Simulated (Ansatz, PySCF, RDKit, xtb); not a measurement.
**BSiHS: a search for the lowest isomer**

Only the formula BSiHS is given. Aim: find the structure of lowest free energy at 600 K, then its properties.

Plan: many cheap relaxations first (GFN2-xTB), then density-functional screening, relaxation at PBE0-D3(BJ)/pcseg-1, vibrations and a final energy. The numbers are computed, not measured.

8 further runs of the same task are left out: 8 set aside as unsound or not needed.

### 1 Candidates

A program enumerates the bonding patterns with one Lewis structure each (two rings at most, one unusual centre or charged pair), with their diastereomers. O–O, O–halogen and N–halogen bonds and N–N–N chains are not drawn. That gives 12 candidates.

```
label         SMILES     spin
 c100        [Si]=BS  triplet
 c103       [SiH]B=S  singlet
 c137     B1=[SiH]S1  singlet
 c183       B=[Si]=S  singlet
 c221      B#S#[SiH]  singlet
 c326       B=S=[Si]  triplet
 c369  B1=[Si]=[SH]1  singlet
 c410  [B+]=[SiH-]=S  singlet
 c504        [Si]=BS  singlet
 c710       B=S=[Si]  singlet
 c744       [SiH]B=S  triplet
 c970        B#[Si]S  singlet
```

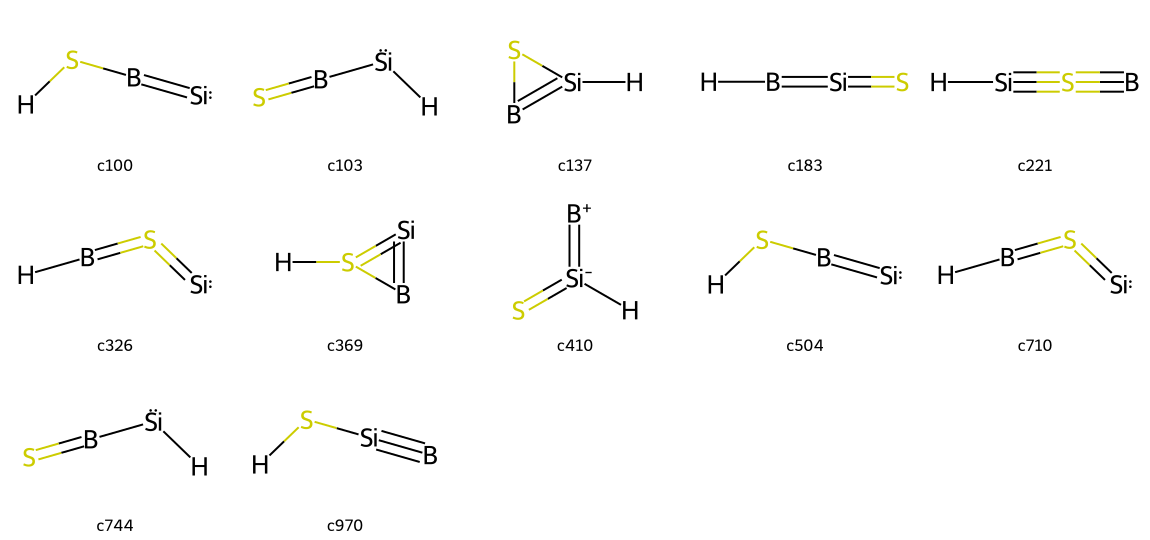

Structural formulas of the candidates.

Candidates are built by distance geometry, with a force field where one applies, in up to four conformers (letters a to d). 16 starts with atoms placed at random are added, to find patterns that the rules miss.

### 2 Search with GFN2-xTB

All 31 starts are relaxed the same way. One of them, c537 (atoms placed at random), in full:

start.xyz

```xyz
4
c537
B      0.699290    -0.891530    -0.473420
S     -0.568100    -0.495090     1.405040
Si     0.135490     1.653510     0.447990
H      1.559840    -0.100450    -1.091200
```

On the command line:

```bash
$ xtb start.xyz --gfn 2 --opt
```

Output, cut to the lines that bear on the results:

```text
* xtb version 6.7.1
[...]
          :  # basis functions                  25          :
[...]
          :  # electrons                        14          :
[...]
          :  Hamiltonian                  GFN2-xTB          :
[...]
          :  net charge                          0          :
          :  unpaired electrons                  0          :
[...]
   *** convergence criteria satisfied after 26 iterations ***
[...]
   *** GEOMETRY OPTIMIZATION CONVERGED AFTER 15 ITERATIONS ***
[...]
   *** convergence criteria satisfied after 3 iterations ***
[...]
         ::                     SUMMARY                     ::
         :::::::::::::::::::::::::::::::::::::::::::::::::::::
         :: total energy              -6.665702816516 Eh    ::
         :: gradient norm              0.000628226749 Eh/a0 ::
         :: HOMO-LUMO gap              1.668670481027 eV    ::
         ::.................................................::
         :: SCC energy                -6.703196129354 Eh    ::
         :: -> isotropic ES            0.028381875022 Eh    ::
         :: -> anisotropic ES         -0.003403107714 Eh    ::
         :: -> anisotropic XC         -0.008480026237 Eh    ::
         :: -> dispersion             -0.002403799395 Eh    ::
         :: repulsion energy           0.037493312838 Eh    ::
         :: add. restraining           0.000000000000 Eh    ::
         :: total charge               0.000000000000 e     ::
         :::::::::::::::::::::::::::::::::::::::::::::::::::::
[...]
         7        2.0000           -0.3308137              -9.0019 (HOMO)
         8                         -0.2694911              -7.3332 (LUMO)
[...]
     #   Z          covCN         q      C6AA      α(0)
     1   5 B        2.783     0.201    18.282     7.148
     2  16 S        1.752    -0.423   159.770    21.276
     3  14 Si       1.793     0.320   188.051    29.143
     4   1 H        0.940    -0.098     5.495     3.665
[...]
     #   Z sym  total        # sym  WBO       # sym  WBO       # sym  WBO
 ---------------------------------------------------------------------------
     1   5 B    3.419 --     2 S    1.421     3 Si   1.035     4 H    0.963
     2  16 S    2.326 --     1 B    1.421     3 Si   0.900
     3  14 Si   1.957 --     1 B    1.035     2 S    0.900
     4   1 H    0.990 --     1 B    0.963
 ---------------------------------------------------------------------------
[...]
molecular dipole:
                 x           y           z       tot (Debye)
 q only:        0.297       1.526      -0.528
   full:        0.533       0.958      -0.694       3.298
molecular quadrupole (traceless):
[...]
          | TOTAL ENERGY               -6.665702816516 Eh   |
          | GRADIENT NORM               0.000628226749 Eh/α |
          | HOMO-LUMO GAP               1.668670481027 eV   |
           -------------------------------------------------
[...]
```

Run time: 0.075 s. Hardware: 1 thread of Intel Xeon 6975P-C (Granite Rapids), shared host.

### 3 What the search left

31 of the 31 relaxations converged; 18 ended on a minimum already found. 13 distinct structures remain:

```
label             start     SMILES after     spin  energy (kcal/mol)           note
 c312            random  [BH]1[Si][S]1 ‡  singlet                0.0               
c137a  drawn and random         [SiH]B=S  singlet               10.6  bonds changed
c183a             drawn         B=[Si]=S  singlet               16.1               
c744b             drawn         [SiH]B=S  triplet               27.0               
 c035  random and drawn       B1=[SiH]S1  singlet               34.8               
 c339            random   [BH][S].[Si] ‡  singlet               43.9  loosely bound
c710a             drawn   [BH][S].[Si] ‡  singlet               44.1     fell apart
c326b             drawn     [BH][S].[Si]  triplet               51.4  loosely bound
c326a             drawn     [BH][S].[Si]  triplet               52.1  loosely bound
c504a  drawn and random          [Si]=BS  singlet               55.8               
c221a             drawn    [B][S][SiH] ‡  singlet               58.7               
c100a             drawn          [Si]=BS  triplet               65.5               
 c015  random and drawn          B#[Si]S  singlet               83.5
```

‡ marks the bonded skeleton alone, with all bonds drawn single: no Lewis structure was assigned that passes a check against the bond lengths.

GFN2-xTB has no spin polarisation, so it can't rank spin states and is rough for open shells.

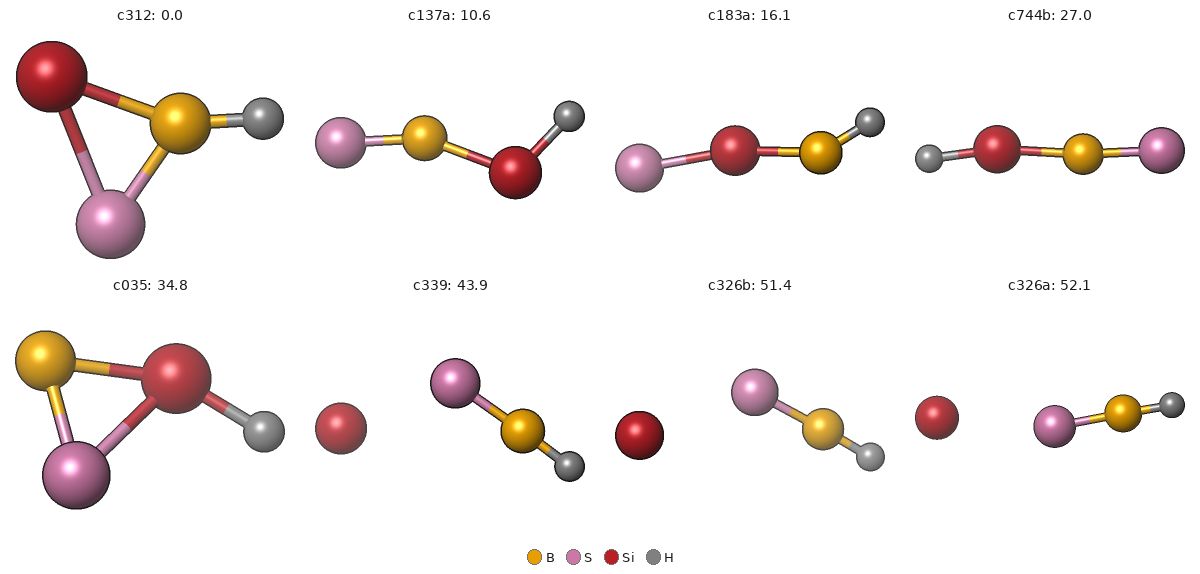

The 8 lowest minima that did not fall apart, with their GFN2-xTB energies in kcal/mol.

### 4 Single points on the low minima

A choice of the minima (the low ones first, few conformers of a pattern, up to a cap) and the lowest that fell apart get a single point at r2SCAN-D4/def2-SVP on the tight-binding geometry, and one at HF/STO-3G for comparison. The lowest singlets are also tried as triplets at the same geometry (label ending in t). The first, c312:

input.yaml

```yaml
crystal:
  periodic: [false, false, false]
  atoms:
    - {symbol: B, position_ang: [-0.168104, -0.707722, 0.261554]}
    - {symbol: S, position_ang: [-0.785528, -0.010560, 1.754981]}
    - {symbol: Si, position_ang: [0.479108, 1.123416, 0.224504]}
    - {symbol: H, position_ang: [-0.315866, -1.796003, -0.131319]}
basis:
  gaussian:
    orbitals: def2-SVP
hamiltonian:
  xc: {name: r2SCAN}
  dispersion: d4
scf:
  lower_state_search: "off"
output: {orbitals: {seedname: orbitals}}
```

On the command line:

```bash
$ ansatz run input.yaml --threads 1 --pin off --max-ram 2610MiB --events-out events.jsonl --progress --plain --runs-dir runs
```

Output, cut to the lines that bear on the results:

```text
Warning: RAYON_NUM_THREADS=1 ignored (pool sized by the plan → 1); use --threads N
Functional definition: r2SCAN
  name "r2SCAN"
[...]
613 factors; their error is unknown
[...]
mean field -19396.42755988 eV, -712.8055654548 hartree, gradient 3.3e-6 eV, S^2 0.000000; 0 other end points of the search recorded, 0 dependent functions left out
reference -19396.42756742 eV, -712.8055657317 hartree; 18, 18 occupied and 37, 37 virtual orbitals, 613 factors
Total energy: -19396.44831442 eV, -712.8063281700 hartree
Checks for a lower state left out: stability, starts, cluster_reference, orbital_swaps, neighbouring_geometries, increment
```

Wall time 1.3 s (1 thread of Intel Xeon 6975P-C (Granite Rapids), shared host).

Relative energies in kcal/mol, each column from its lowest structure that stays in one piece:

```
 label           SMILES     spin  GFN2-xTB  HF/STO-3G  r2SCAN-D4/def2-SVP
  c312  [BH]1[Si][S]1 ‡  singlet       0.0        0.0                 0.0
 c137a         [SiH]B=S  singlet      10.6       24.0                25.2
 c312t  [BH]1[Si][S]1 ‡  triplet         –          –                30.5
 c744b         [SiH]B=S  triplet      27.0       45.4                33.9
c183at         B=[Si]=S  triplet         –          –                41.7
 c326b     [BH][S].[Si]  triplet      51.4       62.3                55.4
 c326a     [BH][S].[Si]  triplet      52.1       63.1                56.6
 c183a         B=[Si]=S  singlet      16.1      110.2                62.2
 c710a   [BH][S].[Si] ‡  singlet      44.1      113.3                87.4
```

‡ marks the bonded skeleton alone, with all bonds drawn single: no Lewis structure was assigned that passes a check against the bond lengths.

### 5 Relaxing the best candidates

3 candidates are relaxed at PBE0-D3(BJ)/pcseg-1 (chosen among the lowest in one piece, with other spins of them). The first, c312:

input.yaml

```yaml
crystal:
  periodic: [false, false, false]
  atoms:
    - symbol: B
      position_ang: [-0.168104, -0.707722, 0.261554]
    - symbol: S
      position_ang: [-0.785528, -0.010560, 1.754981]
    - symbol: Si
      position_ang: [0.479108, 1.123416, 0.224504]
    - symbol: H
      position_ang: [-0.315866, -1.796003, -0.131319]
basis:
  gaussian:
    orbitals: pcseg-1.json
hamiltonian:
  xc: {name: PBE0}
  dispersion: d3bj
scf:
  lower_state_search: off
relax:
  f_tol: 0.003
```

The basis set pcseg-1 is read from a file made from the Basis Set Exchange's data (not shown).

On the command line:

```bash
$ ansatz run input.yaml --threads 1 --pin off --max-ram 2610MiB --events-out events.jsonl --progress --plain --runs-dir runs
```

Output, cut to the lines that bear on the results:

```text
Warning: RAYON_NUM_THREADS=1 ignored (pool sized by the plan → 1); use --threads N
[...]
Functional definition: PBE0
  name "PBE0"
[...]
585 factors; integrals over basis functions are off by at most 1.4e-4 eV
[...]
mean field -19395.64752578 eV, -712.7768997304 hartree, gradient 4.0e-6 eV, S^2 0.000000; 0 other end points of the search recorded, 0 dependent functions left out
[...]
reference -19395.64754948 eV, -712.7769006014 hartree; 18, 18 occupied and 37, 37 virtual orbitals, 585 factors
relax step   1: F+E_penalty+E_count = -19395.73795643 eV  Δ(F+E_penalty+E_count) = +0.000e0 eV  max|allowed force component| = 8.251e-1 eV/Å  Δτ_max = 0.0000 Å  (13 SCF iters, accepted)
[...]
relax step   5: F+E_penalty+E_count = -19395.83602599 eV  Δ(F+E_penalty+E_count) = -4.026e-4 eV  max|allowed force component| = 6.662e-3 eV/Å  Δτ_max = 0.0041 Å  (15 SCF iters, accepted)
[...]
relax step   6: F+E_penalty+E_count = -19395.83603231 eV  Δ(F+E_penalty+E_count) = -6.323e-6 eV  max|allowed force component| = 3.951e-4 eV/Å  Δτ_max = 0.0013 Å  (13 SCF iters, accepted)
Total energy: -19395.83605605 eV, -712.7838280901 hartree
Atom 0 at    -0.171463    -0.733801     0.251084 Å, force     0.000395    -0.000173     0.000140 eV/Å
Atom 1 at    -0.751145     0.051428     1.732094 Å, force     0.000009     0.000020    -0.000145 eV/Å
Atom 2 at     0.451981     1.136666     0.279966 Å, force    -0.000121     0.000169     0.000054 eV/Å
Atom 3 at    -0.319764    -1.845162    -0.153424 Å, force    -0.000283    -0.000016    -0.000049 eV/Å
Dipole moment:     0.058982     0.002141    -0.101708 e Å
Checks for a lower state left out: stability, starts, cluster_reference, orbital_swaps, neighbouring_geometries, increment
```

Run time: 5.1 s. Hardware: 1 thread of Intel Xeon 6975P-C (Granite Rapids), shared host.

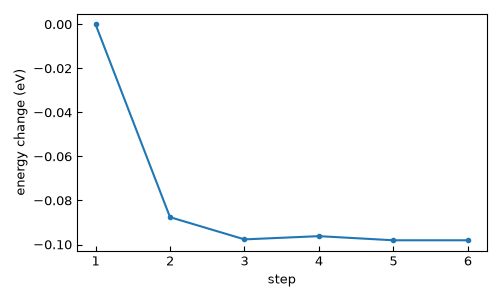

Energy along the run, all evaluated steps.

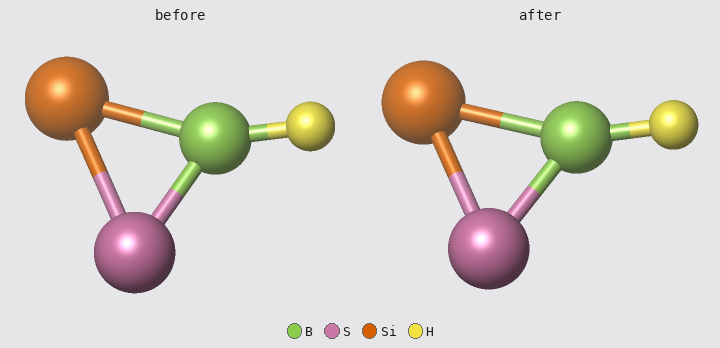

Before and after, at one scale.

After the run. Bond lengths: B1–S2 1.774 Å, B1–Si3 1.972 Å, S2–Si3 2.176 Å, B1–H4 1.192 Å. Angles: B1–S2–Si3 58.9°, S2–B1–Si3 70.8°, B1–Si3–S2 50.3°, S2–B1–H4 131.0°, Si3–B1–H4 158.2°.

### 6 Ranking at PBE0-D3(BJ)/pcseg-1

```
label     spin  r2SCAN-D4/def2-SVP (kcal/mol)  PBE0-D3(BJ)/pcseg-1, relaxed (kcal/mol)   time
 c312  singlet                            0.0                                      0.0  5.1 s
c137a  singlet                           25.2                                     21.4  6.3 s
c312t  triplet                           30.5                                     31.8   20 s
```

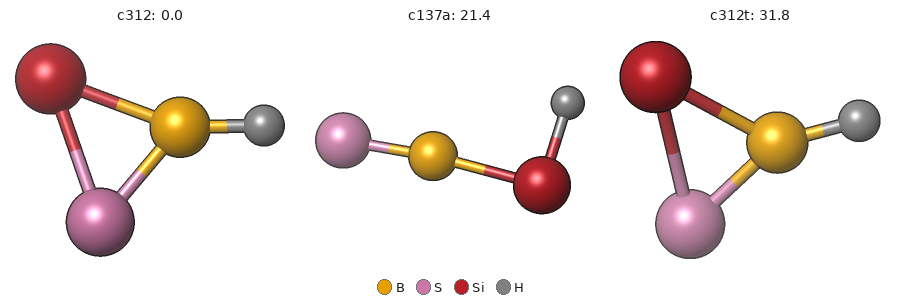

The relaxed structures, with energies at PBE0-D3(BJ)/pcseg-1 in kcal/mol.

### 7 Are they minima? Harmonic frequencies

The lowest few in one piece go on as finalists. Harmonic vibrations at PBE0-D3(BJ)/pcseg-1 test each finalist and give the zero-point energy and the thermal terms. The first, c312:

input.yaml

```yaml
crystal:
  periodic: [false, false, false]
  atoms:
    - {symbol: B, position_ang: [-0.171463, -0.733801, 0.251084]}
    - {symbol: S, position_ang: [-0.751145, 0.051428, 1.732094]}
    - {symbol: Si, position_ang: [0.451981, 1.136666, 0.279966]}
    - {symbol: H, position_ang: [-0.319764, -1.845162, -0.153424]}
basis:
  gaussian: {orbitals: pcseg-1.json}
hamiltonian: {xc: {name: PBE0}, dispersion: d3bj}
scf: {lower_state_search: "off"}
phonons: {}
```

The basis set pcseg-1 is read from a file made from the Basis Set Exchange's data (not shown).

On the command line:

```bash
$ ansatz run input.yaml --threads 1 --pin off --max-ram 2610MiB --events-out events.jsonl --progress --plain --runs-dir runs
```

Output, cut to the lines that bear on the results:

```text
Warning: RAYON_NUM_THREADS=1 ignored (pool sized by the plan → 1); use --threads N
[... 2 set-up lines as earlier in the session ...]
[...]
585 factors; integrals over basis functions are off by at most 1.4e-4 eV
[...]
mean field -19395.74579586 eV, -712.7805110892 hartree, gradient 2.2e-6 eV, S^2 0.000000; 0 other end points of the search recorded, 0 dependent functions left out
[...]
reference -19395.74581968 eV, -712.7805119644 hartree; 18, 18 occupied and 37, 37 virtual orbitals, 585 factors
[...]
585 factors; integrals over basis functions are off by at most 1.4e-4 eV
mean field -19395.74577317 eV, -712.7805102553 hartree, gradient 2.1e-6 eV, S^2 0.000000; 0 other end points of the search recorded, 0 dependent functions left out
[...]
reference -19395.74579699 eV, -712.7805111305 hartree; 18, 18 occupied and 37, 37 virtual orbitals, 585 factors
[...]
585 factors; integrals over basis functions are off by at most 1.4e-4 eV
[...]
585 factors; integrals over basis functions are off by at most 1.4e-4 eV
[...]
mean field -19395.74578465 eV, -712.7805106772 hartree, gradient 1.4e-6 eV, S^2 0.000000; 0 other end points of the search recorded, 0 dependent functions left out
[...]
reference -19395.74580846 eV, -712.7805115524 hartree; 18, 18 occupied and 37, 37 virtual orbitals, 585 factors
Total energy: -19395.83605872 eV, -712.7838281881 hartree
Atom 0 at    -0.171463    -0.733801     0.251084 Å, force     0.000394    -0.000149     0.000158 eV/Å
Atom 1 at    -0.751145     0.051428     1.732094 Å, force     0.000027     0.000022    -0.000174 eV/Å
Atom 2 at     0.451981     1.136666     0.279966 Å, force    -0.000144     0.000118     0.000063 eV/Å
Atom 3 at    -0.319764    -1.845162    -0.153424 Å, force    -0.000277     0.000008    -0.000047 eV/Å
Dipole moment:     0.058982     0.002141    -0.101707 e Å
Vibrations: 466.49 634.76 660.15 829.37 878.80 2748.40 cm⁻¹, zero-point energy 0.385465 eV
Checks for a lower state left out: stability, starts, cluster_reference, orbital_swaps, neighbouring_geometries, increment
```

Wall time 16 s (1 thread of Intel Xeon 6975P-C (Granite Rapids), shared host).

### 8 Thermal terms of the finalists

At 600 K and 1 atm, ideal gas, rigid rotor and harmonic oscillator:

```
label           SMILES     spin  point group  lowest mode (cm⁻¹)  zero-point (kcal/mol)  G − E (kcal/mol)
 c312  [BH]1[Si][S]1 ‡  singlet           Cs                 466                    8.9             -28.5
c137a         [SiH]B=S  singlet           Cs                 187                    7.0             -31.7
c312t  [BH]1[Si][S]1 ‡  triplet           Cs                 266                    8.2             -31.2
```

‡ marks the bonded skeleton alone, with all bonds drawn single: no Lewis structure was assigned that passes a check against the bond lengths.

### 9 The final energy

Each finalist gets a single point at CCSD(T)/def2-TZVPP.

c312, CCSD(T)/def2-TZVPP:

input.yaml

```yaml
basis:
  gaussian: {orbitals: def2-TZVPP}
crystal:
  periodic: [false, false, false]
  atoms:
    - {symbol: B, position_ang: [-0.171463, -0.733801, 0.251084]}
    - {symbol: S, position_ang: [-0.751145, 0.051428, 1.732094]}
    - {symbol: Si, position_ang: [0.451981, 1.136666, 0.279966]}
    - {symbol: H, position_ang: [-0.319764, -1.845162, -0.153424]}
correlation: {method: ccsd_t, frozen_orbitals: {Si: 5, H: 0, S: 5, B: 1}}
```

On the command line:

```bash
$ ansatz run input.yaml --threads 1 --pin off --max-ram 2610MiB --events-out events.jsonl --progress --plain --runs-dir runs
```

Output, cut to the lines that bear on the results:

```text
Warning: RAYON_NUM_THREADS=1 ignored (pool sized by the plan → 1); use --threads N
Functional definition: HF
  name "HF"
[...]
760 factors; integrals over basis functions are off by at most 9.9e-4 eV
[...]
mean field -19367.36264852 eV, -711.7374496633 hartree, gradient 1.7e-6 eV, S^2 0.000000; 0 other end points of the search recorded, 0 dependent functions left out
11 core orbitals not correlated: weight in the atoms' cores, before any rotation towards them, 1.000 or more for the frozen orbitals, at most 0.000 for the correlated occupied ones
reference -19367.36264852 eV, -711.7374496633 hartree; 7, 7 occupied and 111, 111 virtual orbitals, 760 factors
second order -9.87680743 eV of doubles, -0.00000000 eV of singles
cycle   1  -10.30918218 eV  change   -4.3e-1 eV  update   9.6e-2
[...]
cycle  11  -10.72367822 eV  change   -7.0e-6 eV  update   4.5e-6
perturbative correction -0.63368638 eV, -0.0232875451 hartree
Total energy: -19378.72001312 eV, -712.1548251141 hartree
```

It took 6.6 s on 1 thread of Intel Xeon 6975P-C (Granite Rapids), shared host; peak memory 0.64 GiB.

### 10 c137a at CCSD(T)/def2-TZVPP

input.yaml

```yaml
crystal:
  periodic: [false, false, false]
  atoms:
    - {symbol: B, position_ang: [-3.197933, -2.327984, -2.343946]}
    - {symbol: S, position_ang: [-3.500682, -3.384847, -3.535160]}
    - {symbol: Si, position_ang: [-2.954476, -1.094874, -0.776527]}
    - {symbol: H, position_ang: [-1.810790, -0.383934, -1.497538]}
basis:
  gaussian: {orbitals: def2-TZVPP}
correlation: {method: ccsd_t, frozen_orbitals: {Si: 5, H: 0, S: 5, B: 1}}
```

On the command line:

```bash
$ ansatz run input.yaml --threads 1 --pin off --max-ram 2610MiB --events-out events.jsonl --progress --plain --runs-dir runs
```

Output, cut to the lines that bear on the results:

```text
Warning: RAYON_NUM_THREADS=1 ignored (pool sized by the plan → 1); use --threads N
[... 2 set-up lines as earlier in the session ...]
[...]
759 factors; integrals over basis functions are off by at most 6.3e-4 eV
[...]
mean field -19366.61620633 eV, -711.7100184186 hartree, gradient 1.7e-6 eV, S^2 0.000000; 0 other end points of the search recorded, 0 dependent functions left out; unrestricted orbitals would lower it
11 core orbitals not correlated: weight in the atoms' cores, before any rotation towards them, 1.000 or more for the frozen orbitals, at most 0.000 for the correlated occupied ones
reference -19366.61620633 eV, -711.7100184186 hartree; 7, 7 occupied and 111, 111 virtual orbitals, 759 factors
second order -9.61085556 eV of doubles, -0.00000000 eV of singles
cycle   1  -10.12469555 eV  change   -5.1e-1 eV  update   1.1e-1
[...]
cycle  11  -10.61138453 eV  change    5.1e-6 eV  update   1.6e-5
perturbative correction -0.61659975 eV, -0.0226596230 hartree
Total energy: -19377.84419061 eV, -712.1226392305 hartree
```

Run time: 6 s. Hardware: 1 thread of Intel Xeon 6975P-C (Granite Rapids), shared host; peak memory 0.63 GiB.

For c137a the log finds that unrestricted Hartree-Fock orbitals lie lower, a sign to watch the closed-shell reference there.

### 11 The ranking

Energies in kcal/mol from c312; G adds the thermal terms to the CCSD(T)/def2-TZVPP energy. The columns left of the relaxed level are at the tight-binding geometries.

```
label           SMILES     spin  r2SCAN-D4/def2-SVP  PBE0-D3(BJ)/pcseg-1  HF/def2-TZVPP  MP2/def2-TZVPP  CCSD(T)/def2-TZVPP     G  share at equilibrium     T1
 c312  [BH]1[Si][S]1 ‡  singlet                 0.0                  0.0            0.0             0.0                 0.0   0.0               100.0 %  0.019
c137a         [SiH]B=S  singlet                25.2                 21.4           17.2            23.3                20.2  17.0               < 0.1 %  0.022
c312t  [BH]1[Si][S]1 ‡  triplet                30.5                 31.8           25.1            37.6                35.1  32.3               < 0.1 %  0.031
```

‡ marks the bonded skeleton alone, with all bonds drawn single: no Lewis structure was assigned that passes a check against the bond lengths.

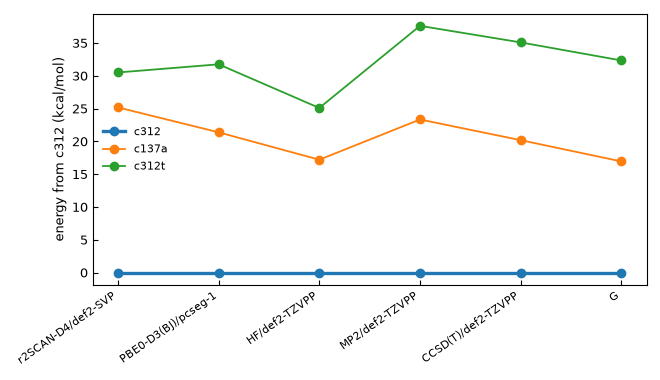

The finalists at each level, measured from c312.

Lowest found: c312, `[BH]1[Si][S]1` ‡, a singlet of point group Cs. Bond lengths: B1–S2 1.774 Å, B1–Si3 1.972 Å, S2–Si3 2.176 Å, B1–H4 1.192 Å. Angles: B1–S2–Si3 58.9°, S2–B1–Si3 70.8°, B1–Si3–S2 50.3°, S2–B1–H4 131.0°, Si3–B1–H4 158.2°.

```xyz
4

B    -0.1715   -0.7338    0.2511
S    -0.7511    0.0514    1.7321
Si    0.4520    1.1367    0.2800
H    -0.3198   -1.8452   -0.1534
```

‡ marks the bonded skeleton alone, with all bonds drawn single: no Lewis structure was assigned that passes a check against the bond lengths.

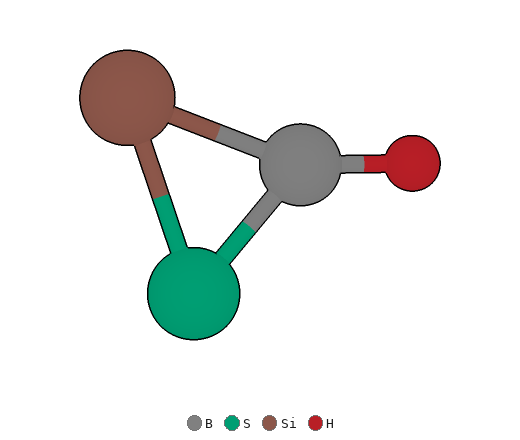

The lowest structure found, seen from a chosen angle (boron grey, sulfur teal, silicon brown, hydrogen red).

[end of part 1 of 2]
